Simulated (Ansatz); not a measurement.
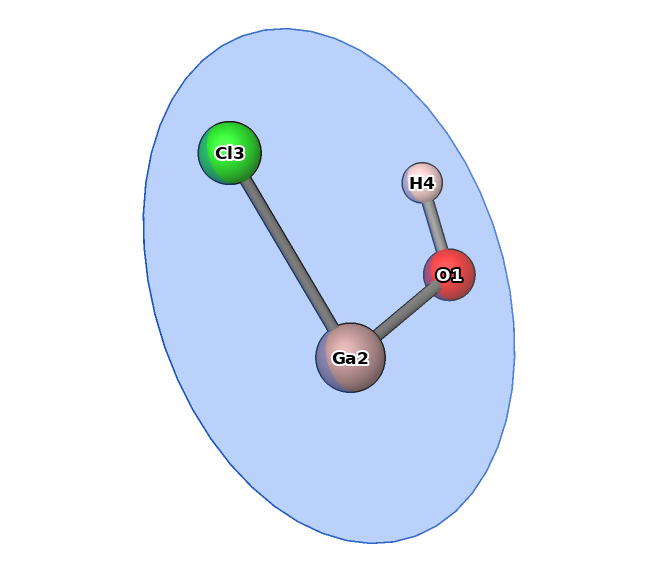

A disc through the centre of mass is drawn in. Distant atoms are faded towards the background colour. The species has charge −1 and is a spin singlet. Computed geometry: PBE0-D4/def2-TZVPD optimisation. No frequency run is at hand to confirm it as a minimum.

**Is the plane of the disc a mirror plane of the structure?**

Yes. The reflection leaves O1, Ga2, Cl3, H4 in place. The point group is Cs.
